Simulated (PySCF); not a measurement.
Property calculation, with input and output: C2H2FSi (part 2 of 3)

Continued. System: C2H2FSi, multiplicity 2, SMILES C#C[SiH]F. Method: XLYP/cc-pVQZ, ROKS, COSMO solvent chloroform (PySCF 2.14.0). The geometry comes from this level: PBE0-D4/def2-TZVP.

Geometry of the input (Å):
```
C  0.1181  -0.6800  -1.6057
C  0.1204  -0.2137  -0.4901
Si 0.3383  0.4667  1.1688
F  -0.4780  -0.4123  2.2268
H  0.1003  -1.0892  -2.5903
H  -0.1571  1.8644  1.2443
```

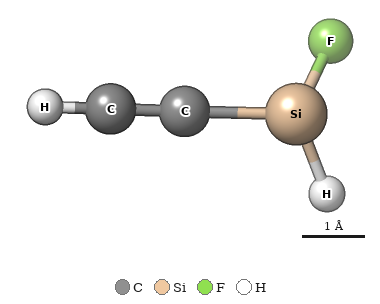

Fig. 1: The input geometry (ball-and-stick view, seen at a tilt).

**Output, continued**
```
MO #80  energy= 1.25442741386107   | 1.25201368814429   | 1.2568411395893    occ= 0
MO #81  energy= 1.30549389703944   | 1.30256249249216   | 1.30842530164975   occ= 0
MO #82  energy= 1.31697963845685   | 1.31425337338862   | 1.31970590349655   occ= 0
MO #83  energy= 1.35153882486774   | 1.34882913616274   | 1.35424851357146   occ= 0
MO #84  energy= 1.38070384693899   | 1.37990539184328   | 1.38150230202811   occ= 0
MO #85  energy= 1.43577509832241   | 1.43344365726451   | 1.43810653939428   occ= 0
MO #86  energy= 1.4839005261615    | 1.48177381308991   | 1.48602723922346   occ= 0
MO #87  energy= 1.51312652190851   | 1.51078492751657   | 1.51546811628956   occ= 0
MO #88  energy= 1.52886569179449   | 1.52652656366524   | 1.53120481994153   occ= 0
MO #89  energy= 1.55422566908763   | 1.55102905843763   | 1.55742227978843   occ= 0
MO #90  energy= 1.596888399515     | 1.59498839736794   | 1.59878840165848   occ= 0
MO #91  energy= 1.61519021158239   | 1.61036887896197   | 1.62001154419195   occ= 0
MO #92  energy= 1.64385129983991   | 1.63884408562585   | 1.64885851404248   occ= 0
MO #93  energy= 1.65366249160806   | 1.65112799397699   | 1.65619698924487   occ= 0
MO #94  energy= 1.67422613237536   | 1.66987453693252   | 1.6785777277911    occ= 0
MO #95  energy= 1.68890015003372   | 1.68640673544621   | 1.69139356460642   occ= 0
MO #96  energy= 1.7080665790008    | 1.70496370091746   | 1.71116945689682   occ= 0
MO #97  energy= 1.71520740365355   | 1.71249997088296   | 1.717914836413     occ= 0
MO #98  energy= 1.72437678922244   | 1.72015891602548   | 1.72859466239654   occ= 0
MO #99  energy= 1.75302302725597   | 1.74906401414236   | 1.75698204037546   occ= 0
MO #100 energy= 1.7721150089612    | 1.76846276709809   | 1.77576725086565   occ= 0
MO #101 energy= 1.79364939126092   | 1.78827726695162   | 1.79902151575982   occ= 0
MO #102 energy= 1.83741033688487   | 1.8320429270308    | 1.84277774673518   occ= 0
MO #103 energy= 1.84804830809868   | 1.84582490069575   | 1.85027171550247   occ= 0
MO #104 energy= 1.85966473982137   | 1.8526466769155    | 1.86668280291496   occ= 0
MO #105 energy= 1.88827050367118   | 1.88338708499587   | 1.89315392231602   occ= 0
MO #106 energy= 1.89480903586267   | 1.89211631044657   | 1.89750176133047   occ= 0
MO #107 energy= 1.90844864899668   | 1.90187920401557   | 1.91501809424907   occ= 0
MO #108 energy= 1.9229879437416    | 1.91877863122526   | 1.92719725630935   occ= 0
MO #109 energy= 1.94063851430335   | 1.93581201906775   | 1.94546500946257   occ= 0
MO #110 energy= 1.94632442362255   | 1.94119336018278   | 1.9514554870467    occ= 0
MO #111 energy= 1.97612390355063   | 1.97103322406377   | 1.98121458301021   occ= 0
MO #112 energy= 2.0026792384171    | 1.99702749919667   | 2.00833097764304   occ= 0
MO #113 energy= 2.03843239916006   | 2.03070814339215   | 2.04615665494078   occ= 0
MO #114 energy= 2.05482948140721   | 2.04636940523006   | 2.06328955770438   occ= 0
MO #115 energy= 2.06096250322096   | 2.05464895887209   | 2.06727604769892   occ= 0
MO #116 energy= 2.09461294761039   | 2.08541783176085   | 2.10380806360282   occ= 0
MO #117 energy= 2.11174982448076   | 2.1064294575621    | 2.11707019140915   occ= 0
MO #118 energy= 2.14655946779564   | 2.13539533157751   | 2.15772360487804   occ= 0
MO #119 energy= 2.1502844953527    | 2.14010470040574   | 2.16046429073026   occ= 0
MO #120 energy= 2.19000045301307   | 2.18017667040427   | 2.19982423585067   occ= 0
MO #121 energy= 2.2112919398502    | 2.20120571134896   | 2.22137816837293   occ= 0
MO #122 energy= 2.21656864550527   | 2.2093918758448    | 2.2237454151147    occ= 0
MO #123 energy= 2.24697511774855   | 2.24254915183583   | 2.25140108375782   occ= 0
MO #124 energy= 2.30781903766261   | 2.29937934391908   | 2.31625873140232   occ= 0
MO #125 energy= 2.34634196536101   | 2.3422514353497    | 2.35043249537608   occ= 0
MO #126 energy= 2.36033269002501   | 2.35413267634823   | 2.36653270369472   occ= 0
MO #127 energy= 2.37103004452451   | 2.36439986357182   | 2.37766022547514   occ= 0
MO #128 energy= 2.39542592900792   | 2.39024923843157   | 2.4006026195832    occ= 0
MO #129 energy= 2.40390557527342   | 2.3969491962438    | 2.41086195430674   occ= 0
MO #130 energy= 2.44576239445035   | 2.44048652763876   | 2.45103826128799   occ= 0
MO #131 energy= 2.45934323199068   | 2.45348348636225   | 2.46520297770789   occ= 0
MO #132 energy= 2.49861865560884   | 2.49305409915583   | 2.50418321203792   occ= 0
MO #133 energy= 2.52436736131201   | 2.52070619849021   | 2.52802852414119   occ= 0
MO #134 energy= 2.55931226046038   | 2.55347704172374   | 2.56514747921612   occ= 0
MO #135 energy= 2.58666554283138   | 2.5815739103861    | 2.59175717527116   occ= 0
MO #136 energy= 2.60642043134488   | 2.60036423609642   | 2.61247662660329   occ= 0
MO #137 energy= 2.65816187037857   | 2.65437318571725   | 2.66195055503929   occ= 0
MO #138 energy= 2.67460545577639   | 2.6690046694982    | 2.68020624203684   occ= 0
MO #139 energy= 2.70301375586717   | 2.69906107799122   | 2.70696643375526   occ= 0
MO #140 energy= 2.77587380893882   | 2.77045010446754   | 2.78129751339849   occ= 0
MO #141 energy= 2.81986686875648   | 2.81747097580334   | 2.82226276173375   occ= 0
MO #142 energy= 2.91207957495743   | 2.90555336586042   | 2.91860578427284   occ= 0
MO #143 energy= 2.96018754248998   | 2.95553879717683   | 2.96483628780106   occ= 0
MO #144 energy= 3.04731665995227   | 3.04352853173203   | 3.05110478818943   occ= 0
MO #145 energy= 3.07209908390901   | 3.06788413385147   | 3.07631403396834   occ= 0
MO #146 energy= 3.1347929716377    | 3.12931292784088   | 3.14027301543282   occ= 0
MO #147 energy= 3.159689956465     | 3.15477450929054   | 3.16460540360388   occ= 0
MO #148 energy= 3.26941643241616   | 3.26382752239969   | 3.27500534248256   occ= 0
MO #149 energy= 3.27614780990564   | 3.27045546745727   | 3.28184015240393   occ= 0
MO #150 energy= 3.32945520187169   | 3.32584001085256   | 3.33307039289071   occ= 0
MO #151 energy= 3.38777576794075   | 3.3847129061013    | 3.39083862977865   occ= 0
MO #152 energy= 3.44119924425983   | 3.43970131375632   | 3.44269717477      occ= 0
MO #153 energy= 3.57506569059873   | 3.57253113037017   | 3.57760025082701   occ= 0
MO #154 energy= 3.65370620468048   | 3.65166841794151   | 3.65574399141825   occ= 0
MO #155 energy= 3.657069052006     | 3.65621287942267   | 3.65792522458642   occ= 0
MO #156 energy= 3.67897796471919   | 3.67741842975816   | 3.68053749967841   occ= 0
MO #157 energy= 3.86060306013315   | 3.8578344495987    | 3.86337167066037   occ= 0
MO #158 energy= 3.88962897367088   | 3.88821871250767   | 3.89103923484814   occ= 0
MO #159 energy= 4.10748039705126   | 4.10604089357712   | 4.10891990052609   occ= 0
MO #160 energy= 4.12964020077431   | 4.12828488704178   | 4.13099551451122   occ= 0
MO #161 energy= 4.15443593039965   | 4.15282892948443   | 4.15604293131885   occ= 0
MO #162 energy= 4.30511197665007   | 4.30361316547577   | 4.30661078782497   occ= 0
MO #163 energy= 4.31743088491936   | 4.31556261674586   | 4.319299153096     occ= 0
MO #164 energy= 4.41322576124571   | 4.41129602219735   | 4.41515550028994   occ= 0
MO #165 energy= 4.41746983405609   | 4.41567422620875   | 4.41926544190415   occ= 0
MO #166 energy= 4.44796488324692   | 4.44595988700476   | 4.44996987948851   occ= 0
MO #167 energy= 4.53410228453311   | 4.53296465309735   | 4.5352399159706    occ= 0
MO #168 energy= 4.56016380773923   | 4.55825153337286   | 4.56207608211212   occ= 0
MO #169 energy= 4.56950972717623   | 4.56762639071542   | 4.57139306363763   occ= 0
MO #170 energy= 4.61797049697285   | 4.61444172186124   | 4.62149927217036   occ= 0
MO #171 energy= 4.71278874910196   | 4.71131202262749   | 4.71426547558184   occ= 0
MO #172 energy= 4.91065990322632   | 4.9088403591916    | 4.91247944725979   occ= 0
MO #173 energy= 4.93849479949152   | 4.93660371067583   | 4.94038588830774   occ= 0
MO #174 energy= 4.93942606992469   | 4.93760823944459   | 4.94124390040441   occ= 0
MO #175 energy= 4.99495377066518   | 4.9933619285432    | 4.99654561278755   occ= 0
MO #176 energy= 5.0252493335547    | 5.02323367997444   | 5.02726498714367   occ= 0
MO #177 energy= 5.06401585056065   | 5.06178240807023   | 5.066249293051     occ= 0
MO #178 energy= 5.07911719906203   | 5.07733584399853   | 5.08089855412591   occ= 0
MO #179 energy= 5.12575839719017   | 5.12392509720148   | 5.12759169717995   occ= 0
MO #180 energy= 5.14504627668587   | 5.144498431938     | 5.14559412143063   occ= 0
MO #181 energy= 5.17351378084339   | 5.17194418608097   | 5.1750833756067    occ= 0
MO #182 energy= 5.36505135946102   | 5.36053378696466   | 5.36956893210421   occ= 0
MO #183 energy= 5.38794556939803   | 5.38655589131097   | 5.3893352475037    occ= 0
MO #184 energy= 5.39912575666556   | 5.39786820584669   | 5.40038330748603   occ= 0
MO #185 energy= 5.42416777747029   | 5.42259524440537   | 5.42574031053407   occ= 0
MO #186 energy= 5.44353528733393   | 5.44179125389699   | 5.44527932076963   occ= 0
MO #187 energy= 5.49256380310132   | 5.49104181882675   | 5.49408578737599   occ= 0
MO #188 energy= 5.50047798511828   | 5.49885084586603   | 5.50210512437138   occ= 0
MO #189 energy= 5.52817484564494   | 5.52670946168192   | 5.52964022961116   occ= 0
MO #190 energy= 5.53973358926884   | 5.53734824511031   | 5.54211893343558   occ= 0
MO #191 energy= 5.60419751856299   | 5.60217152352468   | 5.60622351362557   occ= 0
MO #192 energy= 5.62417025290908   | 5.62296455918083   | 5.62537594664869   occ= 0
MO #193 energy= 5.64473713174884   | 5.64208087143196   | 5.64739339206271   occ= 0
MO #194 energy= 5.66875144690375   | 5.66784140951612   | 5.66966148429109   occ= 0
MO #195 energy= 5.69414394486435   | 5.69106922123465   | 5.69721866856746   occ= 0
MO #196 energy= 5.74316511185717   | 5.74058318174185   | 5.74574704197929   occ= 0
MO #197 energy= 5.75459091806578   | 5.7520458693066    | 5.7571359668254    occ= 0
MO #198 energy= 5.76159325346815   | 5.75904370861827   | 5.76414279832126   occ= 0
MO #199 energy= 5.76508367829988   | 5.76230733962625   | 5.76786001697237   occ= 0
MO #200 energy= 5.7772951674053    | 5.77402566324937   | 5.78056467156777   occ= 0
MO #201 energy= 5.78272496528193   | 5.77883293265125   | 5.78661699793788   occ= 0
MO #202 energy= 5.82921668118097   | 5.82517147024403   | 5.83326189213923   occ= 0
MO #203 energy= 5.88003993681378   | 5.87721743985918   | 5.88286243376719   occ= 0
MO #204 energy= 5.8935032409702    | 5.89104713338442   | 5.89595934855654   occ= 0
MO #205 energy= 5.92326777199141   | 5.92090458570225   | 5.92563095828537   occ= 0
MO #206 energy= 5.95084748024609   | 5.94839981257636   | 5.9532951479137    occ= 0
MO #207 energy= 5.978908631411     | 5.97678236814282   | 5.98103489468291   occ= 0
MO #208 energy= 5.98006093533501   | 5.97772989481409   | 5.98239197585334   occ= 0
MO #209 energy= 6.09743106007003   | 6.09250717668012   | 6.10235494345892   occ= 0
MO #210 energy= 6.12861062352312   | 6.12385745318145   | 6.13336379391001   occ= 0
MO #211 energy= 6.17600780463098   | 6.17101636937362   | 6.18099923997556   occ= 0
MO #212 energy= 6.22025395936946   | 6.21829807460543   | 6.22220984413768   occ= 0
MO #213 energy= 6.2293681370021    | 6.22814210588412   | 6.23059416811978   occ= 0
MO #214 energy= 6.25324981308913   | 6.25064995100078   | 6.25584967519811   occ= 0
MO #215 energy= 6.26530309490316   | 6.26301932993442   | 6.26758685987853   occ= 0
MO #216 energy= 6.29356521821349   | 6.2901667371771    | 6.29696369925677   occ= 0
MO #217 energy= 6.39698900142987   | 6.39021324364155   | 6.40376475930159   occ= 0
MO #218 energy= 6.40414701111827   | 6.3996862772156    | 6.40860774503435   occ= 0
MO #219 energy= 6.68246281154688   | 6.68040655399697   | 6.68451906909866   occ= 0
MO #220 energy= 6.8605996051819    | 6.85891753835971   | 6.86228167202866   occ= 0
MO #221 energy= 6.96462756641348   | 6.96297134630349   | 6.96628378652381   occ= 0
MO #222 energy= 7.01019384021787   | 7.00812265595053   | 7.01226502448749   occ= 0
MO #223 energy= 7.03418273237995   | 7.03222201340455   | 7.03614345135558   occ= 0
MO #224 energy= 7.07809333468633   | 7.07518025542908   | 7.081006413958     occ= 0
MO #225 energy= 7.1523746401311    | 7.15124599512577   | 7.15350328513983   occ= 0
MO #226 energy= 7.22863347410703   | 7.22212281142822   | 7.23514413679664   occ= 0
MO #227 energy= 7.45393250142519   | 7.45067133601979   | 7.45719366683118   occ= 0
MO #228 energy= 7.48946896777037   | 7.4875666794049    | 7.49137125614049   occ= 0
MO #229 energy= 7.60561268160445   | 7.60096136242174   | 7.61026400078876   occ= 0
MO #230 energy= 7.63516262544791   | 7.63412100609679   | 7.63620424479903   occ= 0
MO #231 energy= 7.64692027918488   | 7.64613605898915   | 7.64770449938029   occ= 0
MO #232 energy= 7.74778288262636   | 7.74349515858397   | 7.75207060667128   occ= 0
MO #233 energy= 7.75503600995081   | 7.75316001430521   | 7.75691200559894   occ= 0
MO #234 energy= 7.76225117972611   | 7.75955981062298   | 7.76494254882985   occ= 0
MO #235 energy= 7.80767409030518   | 7.80110535359518   | 7.81424282701619   occ= 0
MO #236 energy= 7.8447359281417    | 7.84399033922332   | 7.84548151706026   occ= 0
MO #237 energy= 7.95634398417565   | 7.94932712862683   | 7.96336083972533   occ= 0
MO #238 energy= 8.0150998618048    | 8.0089220819579    | 8.02127764165279   occ= 0
MO #239 energy= 8.3660604147108    | 8.36371636888815   | 8.36840446054289   occ= 0
MO #240 energy= 8.38259947547532   | 8.38110979599416   | 8.38408915495538   occ= 0
MO #241 energy= 8.396403461069     | 8.39510236947932   | 8.39770455265862   occ= 0
MO #242 energy= 8.46616962598863   | 8.46167406502734   | 8.47066518696098   occ= 0
MO #243 energy= 8.50148722967636   | 8.49619501738632   | 8.5067794419661    occ= 0
MO #244 energy= 8.52961853762761   | 8.5281356886247    | 8.53110138663074   occ= 0
MO #245 energy= 8.56776958275654   | 8.56607467483031   | 8.56946449068271   occ= 0
MO #246 energy= 8.68251960636692   | 8.67816188694898   | 8.68687732579019   occ= 0
MO #247 energy= 8.74907496543769   | 8.74637375725704   | 8.75177617363094   occ= 0
MO #248 energy= 8.88149867327687   | 8.87498866529975   | 8.88800868126132   occ= 0
MO #249 energy= 9.11287865583281   | 9.1118877677031    | 9.11386954396269   occ= 0
MO #250 energy= 9.5203572534994    | 9.51821956740911   | 9.52249493958936   occ= 0
MO #251 energy= 9.56301738137395   | 9.56227354811468   | 9.56376121463324   occ= 0
MO #252 energy= 10.3903836884694   | 10.3856155029679   | 10.3951518739828   occ= 0
MO #253 energy= 10.8474694469396   | 10.8463125427734   | 10.8486263511075   occ= 0
MO #254 energy= 11.1715142038986   | 11.1699371389092   | 11.1730912688879   occ= 0
MO #255 energy= 11.1874347567993   | 11.1869092631455   | 11.1879602504531   occ= 0
MO #256 energy= 11.2406846799719   | 11.2393583286038   | 11.2420110313401   occ= 0
MO #257 energy= 11.241285085794    | 11.239521988732    | 11.243048182856    occ= 0
MO #258 energy= 11.2429289797347   | 11.2408279682988   | 11.2450299911706   occ= 0
MO #259 energy= 11.24486066491     | 11.2428015559032   | 11.2469197739169   occ= 0
MO #260 energy= 11.2593944128808   | 11.2574018482601   | 11.2613869775015   occ= 0
MO #261 energy= 11.2722094819058   | 11.2711473668983   | 11.2732715969135   occ= 0
MO #262 energy= 11.2896044909561   | 11.2875715878173   | 11.2916373940948   occ= 0
MO #263 energy= 11.2983529276259   | 11.2969259776408   | 11.299779877611    occ= 0
MO #264 energy= 11.3315979498067   | 11.3303581847449   | 11.3328377148687   occ= 0
MO #265 energy= 12.1637733888206   | 12.1606679375782   | 12.1668788400626   occ= 0
MO #266 energy= 12.2298860436828   | 12.2290547404569   | 12.2307173469089   occ= 0
MO #267 energy= 12.45624244259     | 12.452747338508    | 12.4597375466736   occ= 0
MO #268 energy= 12.9018260647599   | 12.9013373348289   | 12.9023147946909   occ= 0
MO #269 energy= 13.4222565732525   | 13.4201971742517   | 13.4243159722549   occ= 0
MO #270 energy= 14.3850333395644   | 14.3823476568474   | 14.3877190222814   occ= 0
MO #271 energy= 14.3982555040352   | 14.3955193331559   | 14.4009916749145   occ= 0
MO #272 energy= 14.5205476845928   | 14.5178298327487   | 14.5232655364369   occ= 0
MO #273 energy= 14.5489737181514   | 14.5464479120649   | 14.5514995242379   occ= 0
```
